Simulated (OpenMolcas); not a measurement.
```
&GATEWAY
Basis set
Cr.ANO-RCC-VDZP.
Cr1 0.0 0.0 0.0 Angstrom
End of basis
Basis set
F.ANO-RCC-VDZP.
L1 2.213000 0.000000 0.000000 Angstrom
L2 0.000000 2.213000 0.000000 Angstrom
L3 0.000000 0.000000 2.213000 Angstrom
End of basis
Basis set
Li.EMB-AIMP.Seijo.0s.0s.ECP.LiF.
PseudoCharge
* 67 symmetry-unique lattice sites within 7.6 angstrom
End of basis
Basis set
F.EMB-AIMP.Seijo.0s.0s.ECP.LiF.
PseudoCharge
* 55 symmetry-unique lattice sites within 7.6 angstrom
End of basis
Symmetry
XYZ
AngMom=0.0 0.0 0.0
AMFI
RICD
XField
973 Angstrom 0
* Evjen-weighted lattice charges
&SEWARD
&RASSCF
FileOrb=start.orb
Symmetry=1
Spin=5
nActEl=4 0 0
Inactive=18 21
Ras2=5 0
CIRoot=5 5 1
SDav=5
CIMx=300
Iter=150 100
PrWF=0.3
OrbListing=Nothing
MaxOrb=0
LevShft=1.0
>>> COPY $Project.JobIph JOB001
&RASSCF
FileOrb=start.orb
Symmetry=1
Spin=3
nActEl=4 0 0
Inactive=18 21
Ras2=5 0
CIRoot=45 45 1
SDav=45
CIMx=300
Iter=150 100
PrWF=0.3
OrbListing=Nothing
MaxOrb=0
LevShft=1.0
>>> COPY $Project.JobIph JOB002
&RASSCF
FileOrb=start.orb
Symmetry=1
Spin=1
nActEl=4 0 0
Inactive=18 21
Ras2=5 0
CIRoot=50 50 1
SDav=50
CIMx=300
Iter=150 100
PrWF=0.3
OrbListing=Nothing
MaxOrb=0
LevShft=1.0
>>> COPY $Project.JobIph JOB003
&RASSI
NrOfJobIphs=3 5 45 50
1 2 3 4 5
1 2 3 4 5 6 7 8 9 10 11 12 13 14 15 16 17 18 19 20 21 22 23 24 25 26 27
28 29 30 31 32 33 34 35 36 37 38 39 40 41 42 43 44 45
1 2 3 4 5 6 7 8 9 10 11 12 13 14 15 16 17 18 19 20 21 22 23 24 25 26 27
28 29 30 31 32 33 34 35 36 37 38 39 40 41 42 43 44 45 46 47 48 49 50
IphNames
JOB001
JOB002
JOB003
EJob
SpinOrbit
DIPRint=1.0
SOCoupling=1000.0
Subsets=2
Property=9
'ANGMOM' 1 'ANGMOM' 2 'ANGMOM' 3 'MLTPL  1' 1 'MLTPL  1' 2 'MLTPL  1' 3
'AMFI' 1 'AMFI' 2 'AMFI' 3
SOProperty=3
'ANGMOM' 1 'ANGMOM' 2 'ANGMOM' 3
>>> COPY JOB001 $Project.JobIph
&CASPT2
Multistate=5 1 2 3 4 5
NoMult
Frozen=5 6
IPEA=0.25
Imaginary=0.1
MaxIter=60
WThr=0.0 0.3 0.05
PrWF=0.5
NoMix
>>> COPY JOB002 $Project.JobIph
&CASPT2
Multistate=45 1 2 3 4 5 6 7 8 9 10 11 12 13 14 15 16 17 18 19 20 21 22
23 24 25 26 27 28 29 30 31 32 33 34 35 36 37 38 39 40 41 42 43 44 45
NoMult
Frozen=5 6
IPEA=0.25
Imaginary=0.1
MaxIter=60
WThr=0.0 0.3 0.05
PrWF=0.5
NoMix
>>> COPY JOB003 $Project.JobIph
&CASPT2
Multistate=50 1 2 3 4 5 6 7 8 9 10 11 12 13 14 15 16 17 18 19 20 21 22
23 24 25 26 27 28 29 30 31 32 33 34 35 36 37 38 39 40 41 42 43 44 45 46
47 48 49 50
NoMult
Frozen=5 6
IPEA=0.25
Imaginary=0.1
MaxIter=60
WThr=0.0 0.3 0.05
PrWF=0.5
NoMix
```

Command:
```bash
OMP_NUM_THREADS=1 MOLCAS_MEM=2457 MOLCAS_PROJECT=a pymolcas a.inp > a.log  # once for each step of the input, in one work folder
```

The CASPT2 energies were then put on the diagonal of the RASSI spin-orbit matrix.

The calculation used state-averaged SS-CASPT2, IPEA shift 0.25, imaginary shift 0.1 hartree, closed shells 3s 3p correlated, active space 4 electrons in the shell 3d, basis ANO-RCC-VDZP on all atoms, DKH2 scalar Hamiltonian, spin-orbit coupling by RASSI with atomic mean-field integrals (OpenMolcas).

Cr²⁺ (3d⁴) as a dopant in LiF, a cluster with its 6 nearest F⁻ at 2.213 Å (octahedron) embedded in model potentials and point charges; the geometry was set, not optimised. The cluster and the levels that result:

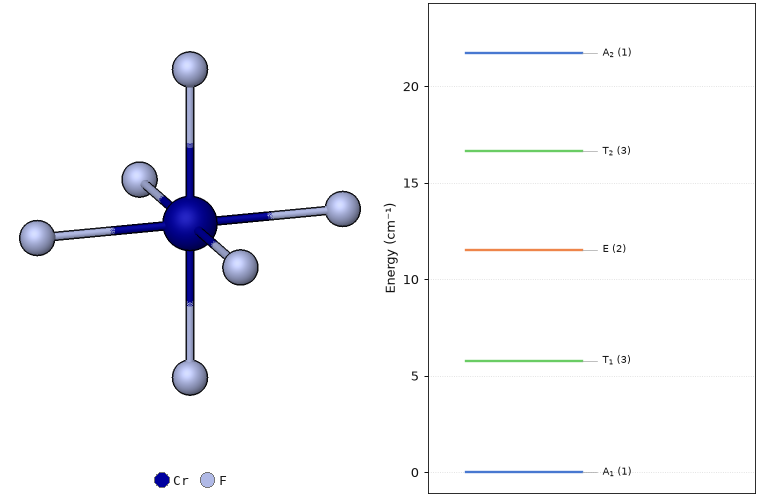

Labels give the representation in O, Td, D4 or D3 as the site allows (double group for half-integer spin) where it could be assigned and, in brackets, the degeneracy; spin-free states, where drawn, share the zero of the spin-orbit levels.

The ground level is A₁, non-degenerate, 100 % from states of spin multiplicity 5. The next level lies at 5.8 cm⁻¹ (T₁).

Caveat: orbital doublet at a regular site, Jahn-Teller distortion not allowed for; small active space favours high spin, ground spin may be wrong; the geometry is set by hand, with no relaxation and no charge compensation.
